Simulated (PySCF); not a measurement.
# H₈Si₃, SMILES `[SiH3][SiH2][SiH3]`: electronic structure

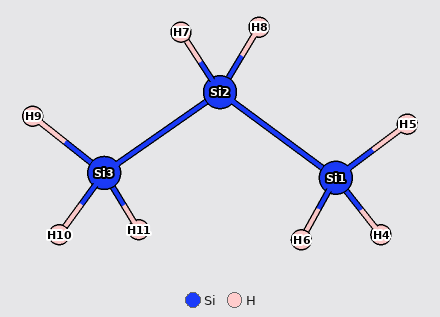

The molecule, with its atoms numbered as below. No frequency check shows the geometry to be a minimum.

Coordinates in Å:

```
Si1     -1.9641   -0.3912    0.0010
Si2     -0.0000    0.8332    0.0000
Si3      1.9641   -0.3911   -0.0010
H4      -2.0535   -1.2650    1.1744
H5      -3.1833    0.4207   -0.0097
H6      -2.0547   -1.2650   -1.1723
H7      -0.0005    1.7529   -1.1517
H8       0.0005    1.7528    1.1517
H9       3.1833    0.4207    0.0098
H10      2.0535   -1.2650   -1.1744
H11      2.0547   -1.2650    1.1723
```

### 1. Local ionisation energy

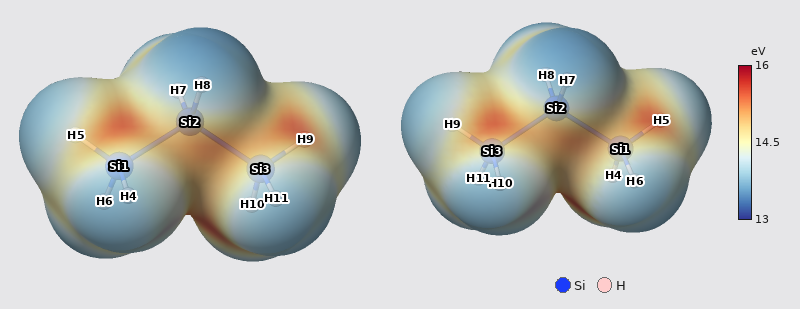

Average local ionisation energy on the surface of electron density 0.001 a.u. (back view left, front view right).

Level of theory: HF/6-31+G* (PySCF), at a geometry from GFN2-xTB.

Question: Where are the most loosely bound electrons on this surface?

Answer: The lowest value is 13.5 eV, 1.5 Å from H8, and at like points elsewhere. For comparison, the highest occupied orbital lies at −10.9 eV.

Question: What volume does the surface enclose, and what is the dipole moment?

Answer: About 150 Å³; the dipole moment is 0.2 D.

### 2. Excited states

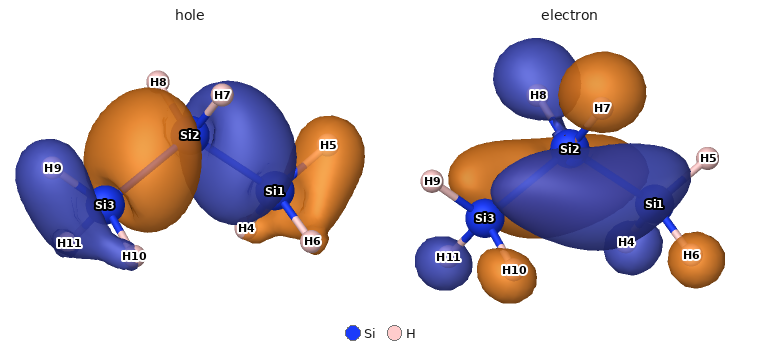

Leading natural transition orbital pair of S₁ (TDA singlet states); the surfaces enclose about 70 % of each orbital's density.

Level of theory: PBE0/def2-TZVP (PySCF), at a geometry from GFN2-xTB. Without diffuse functions Rydberg states are missing, so the states' numbers hold for this basis only.

Question: Where does the state lie, and where do hole and electron sit?

Answer: 6.97 eV (178 nm), f = 0.000 (dark); the leading pair carries 97 %; hole on Si2 (34 %), Si1 and Si3 (23 % each) and H5 and H9 (5 % each), electron on Si2 (36 %), Si1 and Si3 (16 % each) and H7 and H8 (9 % each); their centroids lie 0.1 Å apart; S₂ lies within 0.1 eV of it. In canonical orbitals it is mainly HOMO → LUMO+1 (97 %). The HOMO–LUMO gap is 7.88 eV.

### 3. In an electric field

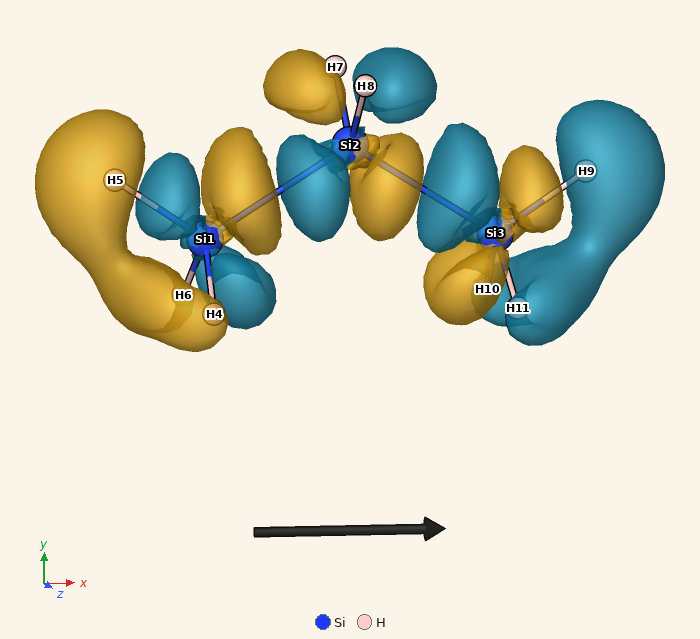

Change of the electron density in a uniform field of 0.10 V/Å along +x (arrow), surfaces at ±0.0008 e/Å³ (yellow: gain, teal: loss).

Method: B3LYP/6-31+G*; geometry: GFN2-xTB; program: PySCF. The basis has diffuse s and p functions alone, which still leaves polarisabilities too small, most of all across bonds.

Question: How large is the response?

Answer: The induced dipole is 0.52 D (along the field); α along this axis, from the fields in both directions, is 102 bohr³ (15.1 Å³).

Question: Which atoms gain and lose the most charge?

Answer: Electrons gather most on H5 (Hirshfeld charge changes by −0.006 e) and leave H9 most (+0.006 e); 0.035 electrons are displaced in all.

### 4. Localised orbitals

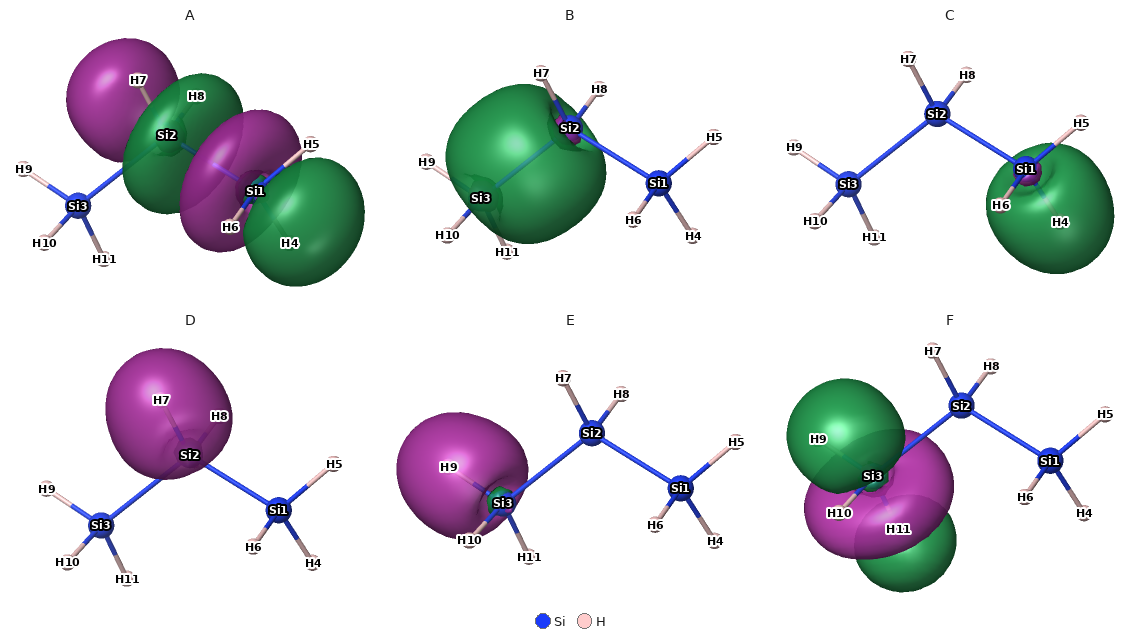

Intrinsic bond orbitals (IBO), occupied and valence-virtual; each surface holds about 85 % of the orbital's density. Energies are diagonal elements of the Fock matrix.

Level of theory: B3LYP/def2-SVPD (PySCF), at a geometry from GFN2-xTB.

Question: What does each orbital represent in a Lewis picture?

Answer: By panel:
- A: σ* orbital Si1–Si2 (Si1 50 %, Si2 49 %; 2.5 eV)
- B: σ bond Si2–Si3 (Si2 50 %, Si3 49 %; −10.9 eV)
- C: σ bond H4–Si1 (H4 55 %, Si1 45 %; −11.0 eV)
- D: σ bond H7–Si2 (H7 54 %, Si2 45 %; −10.9 eV)
- E: σ bond H9–Si3 (H9 55 %, Si3 45 %; −11.0 eV)
- F: σ* orbital Si3–H11 (Si3 56 %, H11 44 %; 5.1 eV)

Question: How do all the valence pairs divide up?

Answer: 10 pairs: 10 σ bonds.

### 5. Stretching a bond

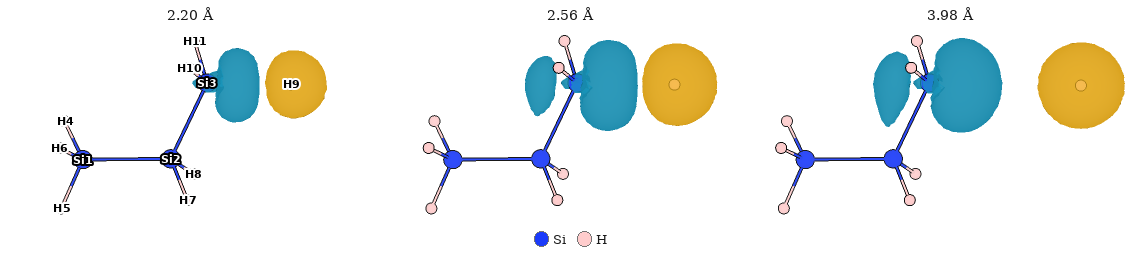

Rigid stretch of the Si3–H9 bond. Broken-symmetry UHF spin density at ±0.03 e/Å³ (yellow: α, teal: β).

Method: def2-SVP basis; geometry: GFN2-xTB; program: PySCF.

Question: How does the broken-symmetry solution share the spin, and how far is it from a pure singlet?

Answer: At 3.98 Å excess α spin lies mostly on H9 and excess β on Si3; the two could be swapped at no cost. ⟨S²⟩ is 0.15 at 2.20 Å, 0.68 at 2.56 Å and 1.00 at 3.98 Å, against 0 for a pure singlet and 1 for an equal mix of singlet and triplet.

Question: Where does the UHF solution part from RHF?

Answer: Between 1.92 Å (⟨S²⟩ = 0, the two coincide) and 2.20 Å (⟨S²⟩ = 0.15); at 3.98 Å ⟨S²⟩ is 1.00 and UHF lies 3.4 eV below RHF.

Question: How much energy does the stretch cost?

Answer: By CASSCF, 3.5 eV from the lowest point of the scan (1.56 Å) to 3.98 Å; RHF gives 6.5 eV from its own lowest point. The fragments aren't relaxed and dynamic correlation is missing, so this isn't a bond dissociation energy.
